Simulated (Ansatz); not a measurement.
# CoH3 (Pm-3m): phonons and vibrational spectra

How does CoH3 (Pm-3m) vibrate, and is this structure a minimum?

Calculated with Ansatz 0.2.0; DFT PBE, scalar-relativistic, plane waves, norm-conserving pseudopotentials.

### Step 1. The starting structure

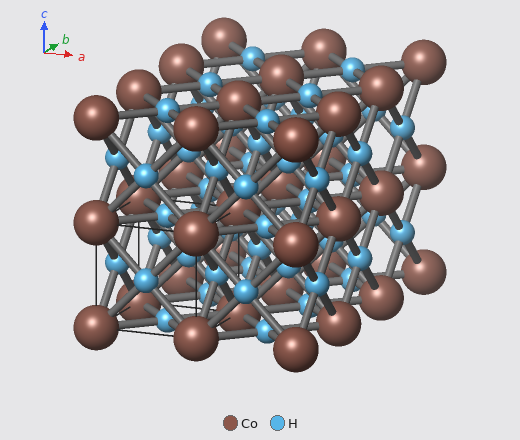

The starting structure, seen slightly off an axis (cobalt brown, hydrogen blue). 2×3×2 cells are drawn. Some periodic images of atoms are drawn too.

### Step 2. Relaxation

The cell and atoms are relaxed, since residual forces and stress would shift the frequencies.

The input, input.yaml:

```yaml
crystal:
  lattice:
    - [2.611335, 0.0, 0.0]
    - [0.0, 2.611335, 0.0]
    - [0.0, 0.0, 2.611335]
  atoms:
    - { symbol: Co, position: [0.0, 0.0, 0.0] }
    - { symbol: H, position: [0.0, 0.5, 0.5] }
    - { symbol: H, position: [0.5, 0.0, 0.5] }
    - { symbol: H, position: [0.5, 0.5, 0.0] }
kpoints:
  mp_grid: { grid: [16, 16, 16] }
hamiltonian:
  xc: pbe
  pseudopotentials: { kind: nc }
scf:
  occupations: { method: gaussian, width: 0.1 }
output:
  forces: true
  stress: true
  eigenvalues: true
  write_density: true
  write_potential: true
  elf: true
  volumetric_format: npy
relax:
  adjacent_minimum: "off"
  f_tol: 0.005
  max_steps: 80
  cell: { stress_tol: 0.05 }
```

Command:

```
$ ansatz run input.yaml --threads 4 --pin off --max-ram 7168MiB --backend cpu --events-out ev --progress --plain --runs-dir out
```

Numbers of over 12 decimals in the logs are rounded to 6 here.

What it wrote:

```text
Engine: ansatz 0.2.0, aarch64-unknown-linux-gnu
Pseudopotentials: kind: nc
Pseudopotential: Co, nc, valence charge 17, recommended cutoff 1306.14654 eV (normal), Co.nc.azcp (PseudoDojo's, or run here from an input of PseudoDojo's: the run reads no file of this project's for it)
Pseudopotential: H, nc, valence charge 1, recommended cutoff 979.609905 eV (normal), H.nc.azcp
Functional definition: PBE
  parameter kappa = 0.804
  parameter beta = 0.066725
  exchange = pbe_x(kappa = kappa, mu = beta*pi^2/3)
  correlation = pbe_c(beta = beta)
Crystal: 4 atoms, lattice volume = 17.807 Å³
Basis set: ecut = 1306.14654 eV, 1935 PW (Γ), exchange–correlation on 64×64×64 points (8 copies of the dense FFT grid, shifted against one another)
Bands: 14, of which v1, the nominal top of the filled ones, is band 10 counted from 1 (9 counted from 0)
Symmetry: 48 space group operations
Space group: Pm-3m (ITA 221), of the structure as read, at distance tolerance 2.6e-5 Å
k-points: 165 of 4096
Non-local potential: Co, projectors of the file, l = 0: 2, l = 1: 2, l = 2: 2
Non-local potential: H, projectors of the file, l = 0: 2, l = 1: 1
Initial density: superposition of atomic densities (chi_scale 0.1, normalization cell, long waves kept (reshape's long-wave potential 0.00 eV rms))
Initial wavefunctions: pseudopotential atomic-orbital guess
Functional: x = pbe(κ = 0.804, μ = 0.219515), c = pbe(β = 0.066725)
SCF iter   1: F=—  HF=-4210.981851 eV  |F-HF|=—  |Δ(HF+E_count)|=         —  Δρ=8.75e-2  dr2=2.99e-1  ethr=3.10e-3  ⟨swp⟩=5.9  Hψ=11529  notcnv=0
preconditioner: auto → none  [metal: Δε(μ)=0.043 eV  Ē_g=10.481 eV  σ=0.100 eV  W_gap=0.23  n_scr=6 (ndim 8)  ℏωp=30.5 eV  f_vac=0.000  D(μ)=0.70/eV (n_scr^D=6)  sad-step TF]
SCF iter   2: F=—  HF=-4210.934184 eV  |F-HF|=—  |Δ(HF+E_count)|=   4.77e-2  Δρ=4.80e-2  dr2=9.92e-2  ethr=1.49e-3  ⟨swp⟩=1.0  Hψ=3633  notcnv=0
SCF iter   3: F=—  HF=-4210.973720 eV  |F-HF|=—  |Δ(HF+E_count)|=   3.95e-2  Δρ=4.79e-2  dr2=3.17e-1  ethr=4.96e-4  ⟨swp⟩=2.0  Hψ=4591  notcnv=0  defer=1  recentre
SCF iter   4: F=—  HF=-4210.917569 eV  |F-HF|=—  |Δ(HF+E_count)|=   5.62e-2  Δρ=7.99e-3  dr2=4.74e-3  ethr=4.96e-4  ⟨swp⟩=2.8  Hψ=5412  notcnv=0  defer=13
SCF iter   5: F=—  HF=-4210.917458 eV  |F-HF|=—  |Δ(HF+E_count)|=   1.12e-4  Δρ=2.79e-4  dr2=6.83e-6  ethr=2.37e-5  ⟨swp⟩=2.0  Hψ=3294  notcnv=0  defer=13
SCF iter   6: F=—  HF=-4210.917455 eV  |F-HF|=—  |Δ(HF+E_count)|=   2.78e-6  Δρ=6.23e-5  dr2=2.05e-7  ethr=3.41e-8  ⟨swp⟩=2.3  Hψ=3821  notcnv=0  defer=13
SCF iter   7: F=-4210.917455 eV  HF=-4210.917455 eV  |F-HF|=2.07e-9  |Δ(HF+E_count)|=   3.42e-7  Δρ=8.00e-6  dr2=4.07e-9  ethr=5.00e-10  ⟨swp⟩=11.2  Hψ=17654  notcnv=0
SCF 1 converged in 7 iterations: F = -4210.917455 eV  dr2 = 4.07e-9
relax step   1: F+E_penalty+E_count = -4210.91745513 eV  Δ(F+E_penalty+E_count) = +0.000e0 eV  max|allowed force component| = 7.231e-30 eV/Å  Δτ_max = 0.0000 Å  P = +0.234 GPa  Ω = 17.807 Å³  (7 SCF iters, dr2 threshold 1.00e-7 eV, accepted)
Crystal: 4 atoms, lattice volume = 17.822 Å³
Initial density: handed on by an earlier stage of this run
Initial wavefunctions: those handed on with the density
iter 1 solved again at ethr=3.81e-9 eV; its pass at ethr=3.10e-3 eV (dr2=7.62e-7 eV) is discarded
SCF iter   1: F=—  HF=-4210.917462 eV  |F-HF|=—  |Δ(HF+E_count)|=         —  Δρ=1.51e-4  dr2=1.99e-6  ethr=3.81e-9  ⟨swp⟩=3.4  Hψ=15876  notcnv=0
eigensolver tolerance schedule calibrated: the retry pair's looser diagonalisation under-reported the residual by θ = 0.62 (0.10/decade); ethr = c·dr2/N_el runs at the constant in force after the calibration composes with the one it found (an armed cap, an earlier calibration), c = 9.2e-2
preconditioner: auto → none  [metal: Δε(μ)=0.037 eV  Ē_g=10.391 eV  σ=0.100 eV  W_gap=0.20  n_scr=6 (ndim 8)  ℏωp=30.5 eV  f_vac=0.000  D(μ)=0.74/eV (n_scr^D=6)]
SCF iter   2: F=—  HF=-4210.917463 eV  |F-HF|=—  |Δ(HF+E_count)|=   4.11e-7  Δρ=1.60e-4  dr2=3.78e-6  ethr=3.81e-9  ⟨swp⟩=2.0  Hψ=3966  notcnv=0
SCF iter   3: F=—  HF=-4210.917462 eV  |F-HF|=—  |Δ(HF+E_count)|=   6.49e-7  Δρ=4.36e-5  dr2=1.40e-7  ethr=3.81e-9  ⟨swp⟩=2.0  Hψ=3712  notcnv=0
SCF iter   4: F=-4210.917462 eV  HF=-4210.917462 eV  |F-HF|=4.44e-10  |Δ(HF+E_count)|=   7.02e-9  Δρ=3.84e-6  dr2=1.17e-9  ethr=6.25e-10  ⟨swp⟩=8.0  Hψ=13448  notcnv=0
SCF 2 converged in 4 iterations: F = -4210.917462 eV  dr2 = 1.17e-9
relax step   2: F+E_penalty+E_count = -4210.91746213 eV  Δ(F+E_penalty+E_count) = -6.999e-6 eV  max|allowed force component| = 5.167e-31 eV/Å  Δτ_max = 0.0000 Å  P = +0.055 GPa  Ω = 17.822 Å³  energy of the carried Pulay correction = -6.674e-6 eV  (4 SCF iters, dr2 threshold 1.36e-7 eV, accepted)
Crystal: 4 atoms, lattice volume = 17.827 Å³
iter 1 solved again at ethr=4.63e-10 eV; its pass at ethr=3.10e-3 eV (dr2=9.27e-8 eV) is discarded
SCF iter   1: F=—  HF=-4210.917461 eV  |F-HF|=—  |Δ(HF+E_count)|=         —  Δρ=5.10e-5  dr2=2.29e-7  ethr=4.63e-10  ⟨swp⟩=3.0  Hψ=15901  notcnv=0
preconditioner: auto → none  [metal: Δε(μ)=0.036 eV  Ē_g=10.389 eV  σ=0.100 eV  W_gap=0.20  n_scr=6 (ndim 8)  ℏωp=30.5 eV  f_vac=0.000  D(μ)=0.74/eV (n_scr^D=6)]
SCF iter   2: F=—  HF=-4210.917461 eV  |F-HF|=—  |Δ(HF+E_count)|=   4.50e-8  Δρ=5.41e-5  dr2=4.36e-7  ethr=4.63e-10  ⟨swp⟩=2.0  Hψ=3966  notcnv=0
SCF iter   3: F=—  HF=-4210.917461 eV  |F-HF|=—  |Δ(HF+E_count)|=   7.47e-8  Δρ=1.47e-5  dr2=1.63e-8  ethr=4.63e-10  ⟨swp⟩=2.1  Hψ=3646  notcnv=0
SCF iter   4: F=-4210.917461 eV  HF=-4210.917461 eV  |F-HF|=5.00e-11  |Δ(HF+E_count)|=  4.77e-10  Δρ=1.33e-6  dr2=1.45e-10  ethr=3.74e-11  ⟨swp⟩=7.3  Hψ=12246  notcnv=0
SCF 3 converged in 4 iterations: F = -4210.917461 eV  dr2 = 1.45e-10
relax step   3: F+E_penalty+E_count = -4210.91746088 eV  Δ(F+E_penalty+E_count) = +1.253e-6 eV  max|allowed force component| = 1.113e-30 eV/Å  Δτ_max = 0.0000 Å  P = -0.000 GPa  Ω = 17.827 Å³  energy of the carried Pulay correction = -8.715e-6 eV  (4 SCF iters, dr2 threshold 7.47e-9 eV, accepted)
Initial wavefunctions: pseudopotential atomic-orbital guess (no wavefunctions were taken with the density)
iter 1 solved again at ethr=5.61e-9 eV; its pass at ethr=3.10e-3 eV (dr2=1.12e-6 eV) is discarded
SCF iter   1: F=—  HF=-4210.917469 eV  |F-HF|=—  |Δ(HF+E_count)|=         —  Δρ=3.76e-6  dr2=2.76e-10  ethr=5.61e-9  ⟨swp⟩=4.2  Hψ=20342  notcnv=0
SCF iter   2: F=—  HF=-4210.917469 eV  |F-HF|=—  |Δ(HF+E_count)|=   4.06e-9  Δρ=2.21e-6  dr2=3.33e-10  ethr=1.38e-12  ⟨swp⟩=3.3  Hψ=4983  notcnv=0
SCF iter   3: F=—  HF=-4210.917469 eV  |F-HF|=—  |Δ(HF+E_count)|=  1.36e-11  Δρ=1.29e-6  dr2=8.33e-11  ethr=1.38e-12  ⟨swp⟩=2.1  Hψ=3021  notcnv=0
SCF iter   4: F=-4210.917469 eV  HF=-4210.917469 eV  |F-HF|=3.64e-12  |Δ(HF+E_count)|=  1.64e-11  Δρ=5.15e-7  dr2=6.50e-12  ethr=1.00e-12  ⟨swp⟩=5.3  Hψ=11695  notcnv=0
SCF 4 converged in 4 iterations: F = -4210.917469 eV  dr2 = 6.50e-12
relax step   4: F+E_penalty+E_count = -4210.91746913 eV  Δ(F+E_penalty+E_count) = -8.257e-6 eV  max|allowed force component| = 1.109e-30 eV/Å  Δτ_max = 0.0000 Å  P = +0.001 GPa  Ω = 17.827 Å³  stress off target by 9.87e-4 GPa  SCF on the basis re-selected at this cell (its energy is not comparable with the rows above)  (4 SCF iters)
basis re-selected at this cell: Δ(F+E_penalty+E_count) = -8.257e-6 eV, ΔP = +0.001 GPa vs the last step (what re-selecting the basis moved, of the pressure what is left beyond the Pulay correction that the steps carried, after the strain that the cell walked since its last selection, with what the two solves' SCF thresholds leave and, on support functions, any second-order correction that the steps lacked; it is no m [...]
SCF converged after 4 iterations
Free energy (F): -4210.917469 eV
Harris-Foulkes:  -4210.917469 eV  (|F-HF|=3.64e-12)
Internal energy: -4210.913774 eV  (E = F + TS)
E sigma→0 (E₀):  -4210.915622 eV
Entropy (-TS):   -0.003695 eV (-0.924 meV/atom)
Fermi energy:    14.117649 eV
--- Per-component energies (eV) ---
  E_band       = -309.484427
  E_kinetic    = 1893.232578
  E_local      = -3597.008272  (includes V_loc(G=0)·N_el)
  E_nonlocal   = -520.498377
  E_hartree    = 1262.764998
  E_xc         = -792.591569
  E_vxc        = -610.740235  (∫ρ·V_xc dr)
  E_ewald      = -2456.813132
  E_smearing   = -0.003695  (= −TS)
  E_closure    = -0.000000  (closes the sum)
  Σ components = -4210.917469   (vs F -4210.917469, Δ=0.00e0)
--- Forces (eV/Å), atoms counted from 1 ---
  atom   1  Co     0.00000000    -0.00000000     0.00000000
  atom   2  H     -0.00000000     0.00000000     0.00000000
  atom   3  H     -0.00000000    -0.00000000     0.00000000
  atom   4  H     -0.00000000    -0.00000000    -0.00000000
  max |Σ_I F_I| component: 1.87e-30 eV/Å
--- Stress (GPa, compression-positive) ---
        0.000987      -0.000000      -0.000000
       -0.000000       0.000987       0.000000
       -0.000000       0.000000       0.000987
  P = ⅓ Tr σ = 0.0010 GPa (0.010 kbar)
--- Band table (eV; the first three rows and the last of 165) ---
  k-point 0: bands = [... 6 lower, 9.4117, 13.2491, 13.2491, 13.2491, 19.9552, 19.9552, 24.4629, 24.4629]
  k-point 1: bands = [... 6 lower, 9.4557, 13.2037, 13.2037, 13.2522, 19.4004, 19.8816, 24.5959, 24.5959]
  k-point 2: bands = [... 6 lower, 9.5843, 13.0777, 13.0777, 13.2611, 18.1944, 19.6672, 24.9853, 24.9853]
  k-point 164: bands = [... 6 lower, 7.7648, 13.8540, 13.8540, 18.3170, 18.3170, 18.3170, 19.1157, 19.1157]
--- Relaxed structure (3 steps of the walk, 3 accepted, 1 SCFs on fresh bases) ---
  F+E_penalty+E_count = -4210.91746913 eV   max|allowed force component| = 1.109e-30 eV/Å   (the final SCF, on the basis selected at the relaxed cell)
  cell:  # Å, volume = 17.8267 Å³
    - [2.612305, 0, 0.0]
    - [0, 2.612305, 0]
    - [0.0, 0, 2.612305]
  atoms:
    - { symbol: Co, position: [0, 0, 0] }
    - { symbol: H, position: [0, 0.500000, 0.500000] }
    - { symbol: H, position: [0.500000, 0, 0.500000] }
    - { symbol: H, position: [0.500000, 0.500000, 0] }
```

It took 11 s on 4 threads of Arm Neoverse V1, shared host; peak memory 0.46 GiB; 42 s of CPU time.

This run has no spin polarisation, although Co can carry a moment.

Little changed from the start: no atom moved by 0.005 Å and no cell edge by 0.1 %.

Numbers from this step:

| Item | Value |
| --- | --- |
| pressure | 9.87e-4 GPa |
| volume per atom | 4.457 Å³ |
| gap on the k-mesh | 0 eV |

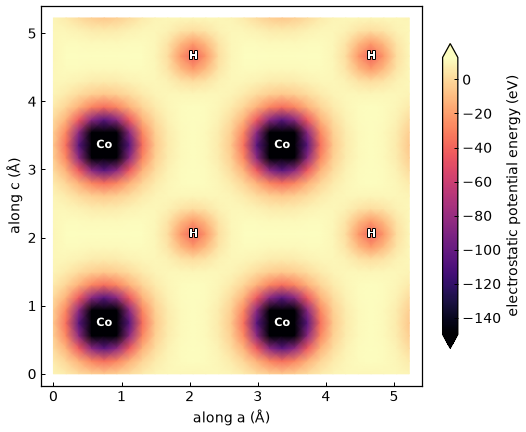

Electrostatic potential energy in the ac plane at fractional y = 0.000, with atoms of Co and H within 0.2 Å of it. With pseudopotentials it is smooth inside the atoms' cores, unlike the true potential. The map starts off the cell's origin, so that atoms lie inside it.

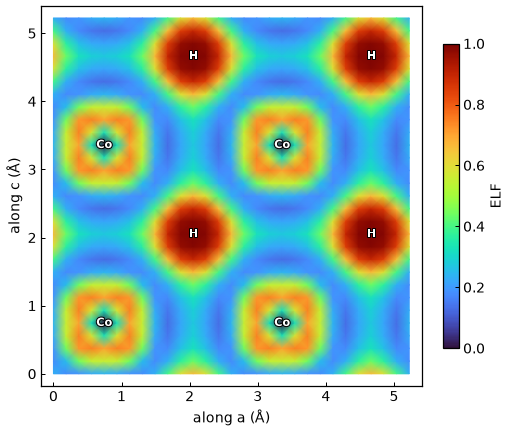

ELF in the ac plane at fractional y = 0.000, with atoms of Co and H within 0.2 Å of it. It is the smooth field of the valence electrons, not physical close to the nuclei. The map starts off the cell's origin, so that atoms lie inside it.

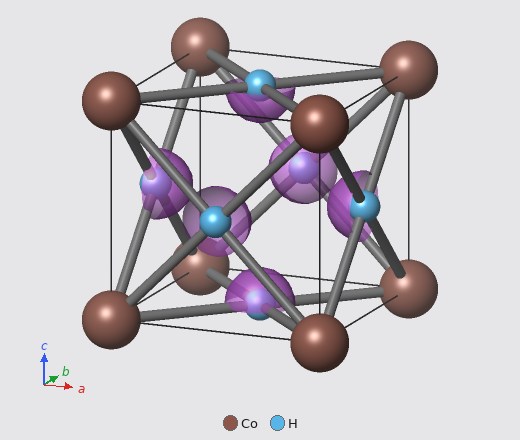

Surface of ELF = 0.85.

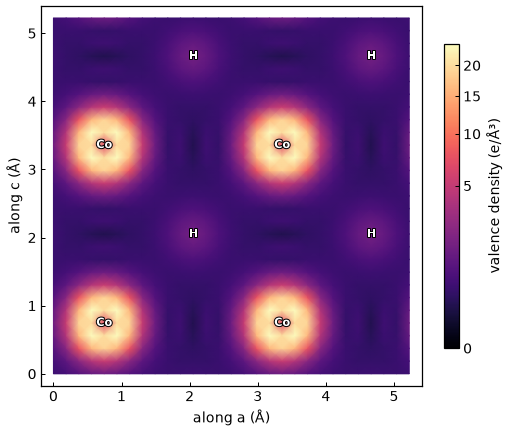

Valence density in the ac plane at fractional y = 0.000, with atoms of Co and H within 0.2 Å of it. It is the smooth field of the valence electrons, not physical close to the nuclei. The map starts off the cell's origin, so that atoms lie inside it. The colour scale is stretched toward low values.

In this step the volume went from 4.45 to 4.46 Å³/atom.

### Step 3. Relaxing to small forces for the phonons

Phonons need a cell at rest on their own settings, so the relaxation is repeated with tight tolerances on forces and stress on the k mesh and occupations of the first response run.

The input, input.yaml:

```yaml
crystal:
  lattice:
    - [2.6123048873, 0.0, 0.0]
    - [0.0, 2.6123048873, 0.0]
    - [0.0, 0.0, 2.6123048873]
  atoms:
    - { symbol: Co, position: [0.0, 0.0, 0.0] }
    - { symbol: H, position: [0.0, 0.5, 0.5] }
    - { symbol: H, position: [0.5, 0.0, 0.5] }
    - { symbol: H, position: [0.5, 0.5, 0.0] }
kpoints:
  mp_grid: { grid: [16, 16, 16] }
hamiltonian:
  xc: pbe
  pseudopotentials: { kind: nc }
scf:
  occupations: { method: methfessel_paxton, width: 0.2 }
output:
  forces: true
  stress: true
  eigenvalues: true
relax:
  adjacent_minimum: "off"
  f_tol: 0.001
  max_steps: 60
  cell: { stress_tol: 0.01 }
```

What it wrote:

```text
[...]
Crystal: 4 atoms, lattice volume = 17.827 Å³
Basis set: ecut = 1306.14654 eV, 1935 PW (Γ), exchange–correlation on 64×64×64 points (8 copies of the dense FFT grid, shifted against one another)
Bands: 14, of which v1, the nominal top of the filled ones, is band 10 counted from 1 (9 counted from 0)
Symmetry: 48 space group operations
[...]
k-points: 165 of 4096
[...]
k-point 164: bands = [... 6 lower, 7.7665, 13.8564, 13.8564, 18.3204, 18.3204, 18.3204, 19.1189, 19.1189]
--- Relaxed structure (2 steps of the walk, 2 accepted, 1 SCFs on fresh bases) ---
[...]
cell:  # Å, volume = 17.8241 Å³
    - [2.612175, 0, 0]
    - [0, 2.612175, 0.0]
    - [0, 0.0, 2.612175]
  atoms:
    - { symbol: Co, position: [0, 0, 0] }
    - { symbol: H, position: [0, 0.5, 0.5] }
    - { symbol: H, position: [0.5, 0, 0.5] }
    - { symbol: H, position: [0.5, 0.5, 0] }
[key lines of the parts left out:]
SCF converged after 5 iterations
Free energy (F): -4210.915366 eV
Fermi energy:    14.125339 eV
P = ⅓ Tr σ = -0.0092 GPa (-0.092 kbar)
```

The job ended after 7.9 s (4 threads; peak memory 0.45 GiB; 30 s of CPU time).

Little changed from the start: no atom moved by 0.005 Å and no cell edge by 0.1 %.

This step gave:

| Item | Value |
| --- | --- |
| pressure | -0.009208 GPa |
| volume per atom | 4.456 Å³ |

The forces vanish by symmetry and the pressure is -0.009 GPa, within the tolerances set. The cell now holds 4.46 Å³/atom.

### Step 4. Linear response at the zone centre

The zone centre comes first: it holds the modes that light can see, as far as symmetry allows. No field response is asked, since the mesh shows no gap.

input.yaml, the sections that differ from step 3:

```yaml
crystal:
  lattice:
    - [2.6121745813, 0.0, 0.0]
    - [0.0, 2.6121745813, 0.0]
    - [0.0, 0.0, 2.6121745813]
  atoms:
    - { symbol: Co, position: [0.0, 0.0, 0.0] }
    - { symbol: H, position: [0.0, 0.5, 0.5] }
    - { symbol: H, position: [0.5, 0.0, 0.5] }
    - { symbol: H, position: [0.5, 0.5, 0.0] }
output:
  eigenvalues: true
phonons:
  method: dfpt
# kpoints, hamiltonian, scf: as in step 3
# relax: removed
```

What it wrote:

```text
zone centre: on kpoints.mp_grid the ground state, and the responses unless they are solved on pairs of k-points, stand on 729 of the mesh's 4096 k-points, reduced under 8 symmetry operations, with k and −k counted as one. Each operation leaves every solved displacement unchanged or reverses it
[...]
Crystal: 4 atoms, lattice volume = 17.824 Å³
Basis set: ecut = 1306.14654 eV, 1935 PW (Γ), exchange–correlation on 64×64×64 points (8 copies of the dense FFT grid, shifted against one another)
Bands: 14, of which v1, the nominal top of the filled ones, is band 10 counted from 1 (9 counted from 0)
Symmetry: 48 space group operations
k-points: 729 of 4096 (irreducible under 8 space group operations)
[...]
SCF iter   1: F=—  HF=-4210.979932 eV  |F-HF|=—  |Δ(HF+E_count)|=         —  Δρ=8.76e-2  dr2=2.99e-1  ethr=3.10e-3  ⟨swp⟩=5.4  Hψ=48631  notcnv=0
[...]
SCF iter   9: F=-4210.915366 eV  HF=-4210.915366 eV  |F-HF|=1.82e-12  |Δ(HF+E_count)|=    0.00e0  S|Δr|=    0.00e0  Δρ=1.02e-7  dr2=3.23e-13  ethr=1.00e-12  ⟨swp⟩=7.4  Hψ=57301  notcnv=0
SCF 1 converged in 9 iterations: F = -4210.915366 eV  dr2 = 3.23e-13
DFPT response loops at Γ: preconditioner auto → Kerker (q_TF=auto, 2.781 Å⁻¹) (partly filled bands, converged f_vac=0.000); β = 1.00, the filter's whole step (`scf.mixing.beta` (0.50) is not read by the response loops under this deck's `scf.mixing.preconditioner`; to damp them name `kerker` or `kerker_dos`, under which they read `scf.mixing.beta`, and type it under 1.00, their step now; both keys bind the ground state too); Broyden in place of MSR1
SCF converged after 9 iterations
[...]
Free energy (F): -4210.915366 eV
[...]
Internal energy: -4210.916673 eV  (E = F + TS)
E sigma→0 (E₀):  -4210.915693 eV
Entropy (-TS):   0.001307 eV (0.327 meV/atom)
Fermi energy:    14.125339 eV
[...]
--- Band table (eV; the first three rows and the last of 729) ---
  k-point 0: bands = [... 6 lower, 9.4134, 13.2515, 13.2515, 13.2515, 19.9587, 19.9587, 24.4664, 24.4664]
  k-point 1: bands = [... 6 lower, 9.4574, 13.2061, 13.2061, 13.2547, 19.4038, 19.8850, 24.5995, 24.5995]
  k-point 2: bands = [... 6 lower, 9.5860, 13.0801, 13.0801, 13.2636, 18.1975, 19.6706, 24.9888, 24.9888]
  k-point 728: bands = [... 6 lower, 7.7665, 13.8564, 13.8564, 18.3204, 18.3204, 18.3204, 19.1189, 19.1189]
--- Phonons (Γ-DFPT): 3 representative perturbations + reference, on 729 of 4096 k-points (Σ response iterations 10) ---
  k mesh reduced under 8 symmetry operations, with k and −k counted as one. Each operation leaves every solved displacement unchanged or reverses it
  ASR residual: 2.008e-4 → 0.000e0 eV/Å²; symmetrization residual: 9.097e-6 eV/Å²
  ASR residual per site (eV/Å²): 2.01e-4 6.68e-6 6.68e-6 6.68e-6
  Γ frequencies (cm⁻¹): -352.32 -352.32 -352.32 0.00 0.00 0.00 198.14 198.14 198.14 1049.35 1049.35 1049.35
  non-analytic LO–TO correction: not included (Born effective charges unavailable; polar crystals: no LO–TO splitting at Γ)
```

The job ended after 59 s (4 threads; peak memory 2.1 GiB).

In the SCF lines HF is the Harris–Foulkes energy and dr2 the Hartree energy of the density residual, in eV; the loop may stop once dr2 is under the threshold and the program's other checks hold. Hψ counts applications of the Hamiltonian.

This step gave:

```yaml
sum_rule_residual_before_enforcement: 2.01e-4 eV/Å²
point_group: m-3m
highest_optical_mode_at_the_zone_centre_no_lo_to_term: 1049 cm⁻¹
lowest_optical_zone_centre_mode: -352.3 cm⁻¹
```

Patterns of degenerate modes are one choice out of their space. Modes at Γ, with each element's share of the kinetic energy (negative means imaginary):

| mode | frequency (cm⁻¹) | symmetry | Co % | H % |
| --- | --- | --- | --- | --- |
| 1 | -352.3 | T1u | 5 | 95 |
| 2 | -352.3 | T1u | 5 | 95 |
| 3 | -352.3 | T1u | 5 | 95 |
| 4 | 0.0 | acoustic | 95 | 5 |
| 5 | 0.0 | acoustic | 95 | 5 |
| 6 | 0.0 | acoustic | 95 | 5 |
| 7 | 198.1 | T2u | 0 | 100 |
| 8 | 198.1 | T2u | 0 | 100 |
| 9 | 198.1 | T2u | 0 | 100 |
| 10 | 1049.3 | T1u | 0 | 100 |
| 11 | 1049.3 | T1u | 0 | 100 |
| 12 | 1049.3 | T1u | 0 | 100 |

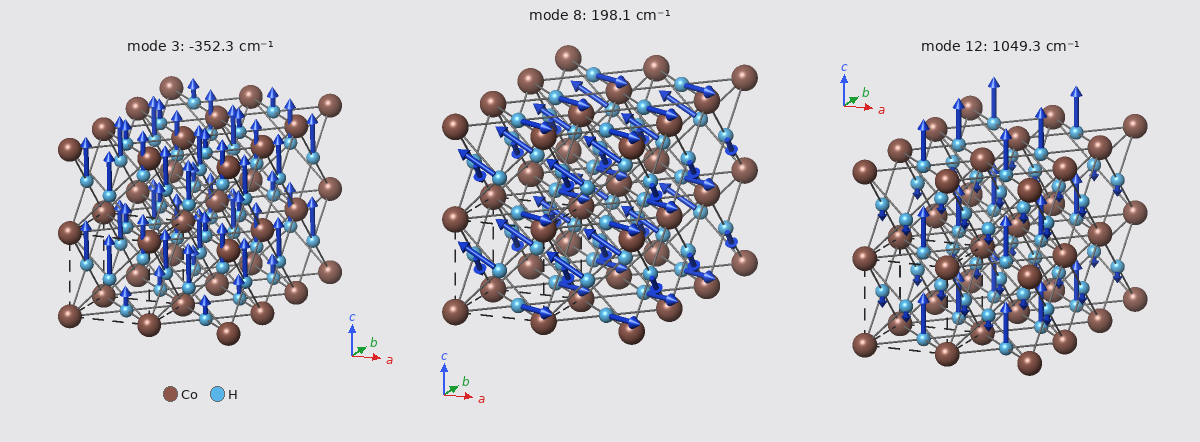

Displacement patterns of modes 3, 8 and 12 at Γ; arrows are exaggerated. 2×3×2 cells are drawn. Some periodic images of atoms are drawn too.

Before it was imposed, the acoustic sum rule was missed by 2.0e-4 eV/Å². Small misses are needed for a sound result but don't prove that mesh and cutoff are converged. The lowest optical mode is imaginary, 352.3i cm⁻¹, so the energy falls along it.

[end of part 1 of 2]

[Logs are printed without paths, hosts, clocks, repeated set-up lines and the standing remarks that a program may print on its own settings, such as how far it seeks lower states.]

[Hosts, paths, dates, database ids (printed as entryN), source tags and the programs' standing remarks are cut or masked in the printed files.]
